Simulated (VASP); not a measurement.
Band structure of Hf (hcp). These are optB86b-vdW, VASP's PBE PAW potentials (set 64) (plane waves; VASP) values and carry that method's errors.

Unless said otherwise, spin-orbit coupling is left out, though it shifts the bands of the heavy elements here.

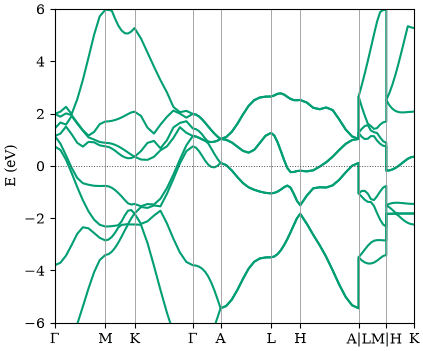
*Bands along high-symmetry lines, zero at the valence-band maximum or, without a gap, the Fermi level*

Problem. Read the plot: is there a gap, and where are the band edges?

Solution. It has no gap at this level: it comes out as a metal or semimetal. (Edges off the drawn lines would not show.)

The compound is Hf in the hcp structure. It was relaxed first.
